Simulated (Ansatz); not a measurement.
# H₇InN₂OSi: basis-set convergence

How large a basis does H₇InN₂OSi need? Two functionals are run in growing sets.

Program: Ansatz 0.2.0, Gaussian basis. Level of theory: one geometry, several basis sets. These are calculated values, not measurements.

Levels to be run: PBE0-D4/def2-SVP; ωB97M-V/def2-SVP; PBE0-D4/def2-QZVPP; ωB97M-V/def2-QZVPP; the functionals' def2-TZVPP values are taken from earlier runs.

**1. The geometry**

An earlier PBE0-D4 in a triple-zeta def2 set relaxation fixed the geometry. In takes the def2 core potential; no spin-orbit term is included.

SMILES `[NH2][In]([NH2])[O][SiH3]`, 12 atoms, charge 0, spin multiplicity 1.

Atoms are counted from 1 here; the program's logs count them from 0.

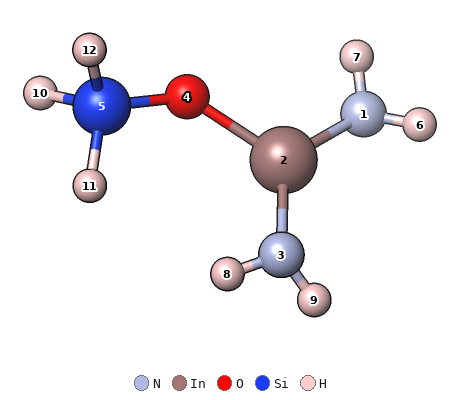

The geometry (nitrogen light blue, indium brown, oxygen red, silicon blue, hydrogen pink); atoms are numbered from 1 in the order of the file.

**2. PBE0-D4 in def2-SVP**

in.yaml reads:

```yaml
crystal:
  periodic: [false, false, false]
  atoms:
    - {symbol: N, position_ang: [-1.997256, 0.098156, 2.005828]}
    - {symbol: In, position_ang: [-0.594619, -0.416206, 0.667308]}
    - {symbol: N, position_ang: [0.301560, -2.154082, 0.202629]}
    - {symbol: O, position_ang: [0.011691, 1.138379, -0.422017]}
    - {symbol: Si, position_ang: [1.170679, 1.406342, -1.521720]}
    - {symbol: H, position_ang: [-2.663167, -0.616167, 2.263119]}
    - {symbol: H, position_ang: [-2.497210, 0.944383, 1.769982]}
    - {symbol: H, position_ang: [1.201033, -2.046424, -0.246359]}
    - {symbol: H, position_ang: [0.384384, -2.834828, 0.944146]}
    - {symbol: H, position_ang: [1.982125, 2.601666, -1.156528]}
    - {symbol: H, position_ang: [2.109583, 0.243450, -1.630215]}
    - {symbol: H, position_ang: [0.591198, 1.635331, -2.876173]}
basis:
  gaussian: {orbitals: def2-SVP}
hamiltonian: {xc: pbe0, dispersion: d4}
output: {orbitals: {seedname: orbitals}}
```

The run is started by

```console
$ ansatz run in.yaml --threads 4 --pin off --events-out ev --progress --plain --max-ram 11315MiB
```

Further steps of the session: ωB97M-V in def2-SVP; PBE0-D4 in def2-QZVPP; ωB97M-V in def2-QZVPP.

**Question.** What will the summary of the whole plan be? Wanted: PBE0-D4: double and triple zeta above quadruple; ωB97M-V: double and triple zeta above quadruple.

As calculated:

```
                                       quantity           value
PBE0-D4: double and triple zeta above quadruple  10.38, 0.67 eV
ωB97M-V: double and triple zeta above quadruple  10.56, 0.62 eV
```

PBE0-D4 gains 9.72 eV from double to triple zeta, then 0.67 eV more. Total energies overstate the basis error of differences, where much of it tends to cancel. The LUMO of ωB97M-V is positive and keeps falling with the basis (0.93 to 0.16 eV): an unbound level that the basis holds in place.
